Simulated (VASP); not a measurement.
Band structure of GaS (space group P6_3/mmc). All values below come from PBEsol GGA, VASP's PBE PAW potentials (set 64) (plane waves; VASP).

Without a dispersion term in the relaxation, distances and binding between the weakly bound layers, chains or molecules are unreliable, and so is what depends on them.

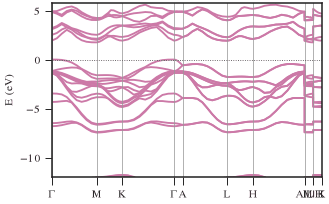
Figure. Bands along high-symmetry lines, zero at the valence-band maximum or, without a gap, the Fermi level

Problem. Read the plot: is there a gap, and where are the band edges?

Solution. The gap is indirect, 1.75 eV, from the valence maximum at Γ to the conduction minimum at M. (Edges off the drawn lines would not show.)

The structure comes from a computed database's GaS entry (P6_3/mmc); how it stands against other phases isn't given here. It was relaxed first.
